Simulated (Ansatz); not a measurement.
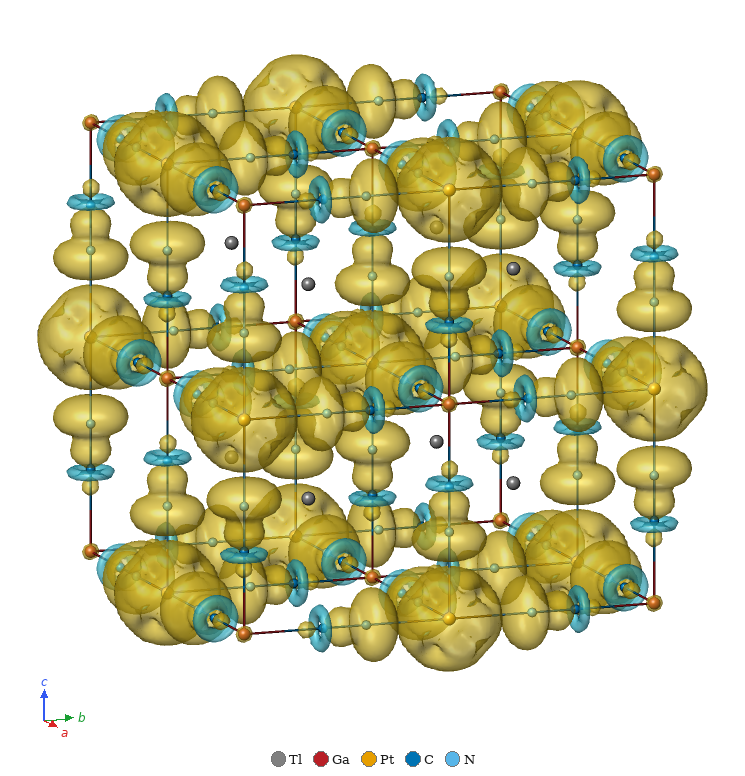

Figure. Tl$_{2}$GaPtC$_{6}$N$_{6}$. Isosurfaces of the magnetisation density (up minus down) at +0.006 (yellow) and −0.006 e/Å³ (cyan), seen slightly off an axis. Sticks mark near contacts.

Space group Fm-3m; a structure generated by program, which may or may not match a known phase; spin-polarised.

The calculation used Ansatz 0.2.0, DFT PBE, scalar-relativistic, plane waves, PAW.

Core electrons are frozen (PAW), and the valence fields are smoothed inside the atomic spheres.

Describe the spin distribution.

The spin density sits on Pt: +1.1 μB (×4) in one cell of 64 atoms: parallel main moments, as they must be, since the calculation's own cell holds one magnetic site. The cell of the calculation (16 atoms) carries 1.7 μB of net spin moment.
